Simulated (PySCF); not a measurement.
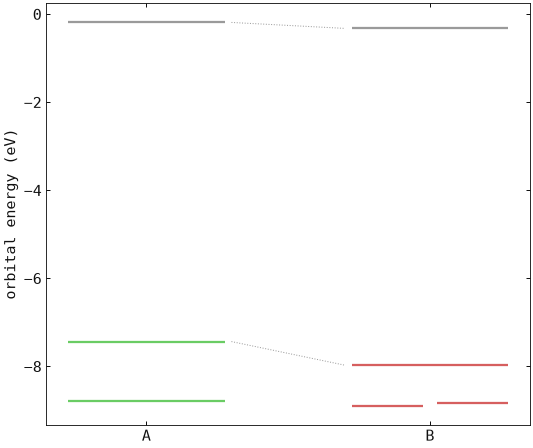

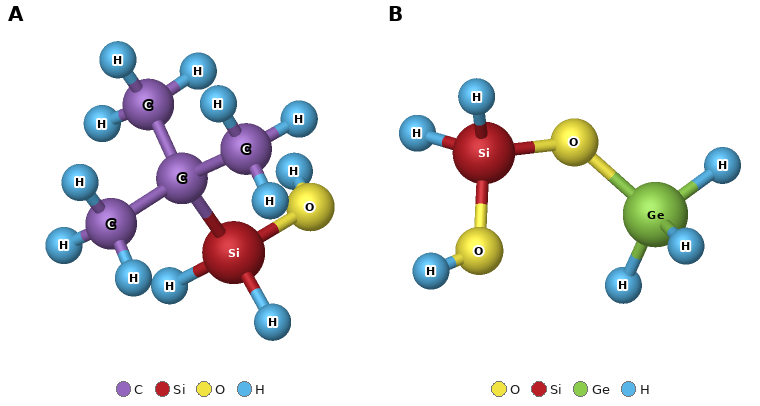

Related molecules: A is C₄H₁₂OSi, SMILES CC(C)(C)[SiH2]O; B is GeSiH₆O₂, SMILES O[SiH2][O][GeH3], singlet. Frontier orbital energies, B3LYP/def2-SVPD with PySCF 2.14.0, at a PBE0-D3(BJ)/def2-SVP geometry (no frequency check); drawn are at most three filled levels and, in grey, the LUMO with any level within 0.03 eV of it; dotted lines join the HOMOs and the LUMOs.

Question: What does the change do to the frontier levels?

Answer: From A to B the HOMO falls by 0.54 eV and the LUMO falls by 0.14 eV, so the separation goes from 7.25 to 7.65 eV.

Question: Does the ΔSCF ionisation energy follow the HOMO?

Answer: A: −ε(HOMO) 7.44, ΔSCF 9.47 eV; B: −ε(HOMO) 7.97, ΔSCF 10.14 eV.

Caveats, for all or some of the runs: one conformer of a flexible molecule.
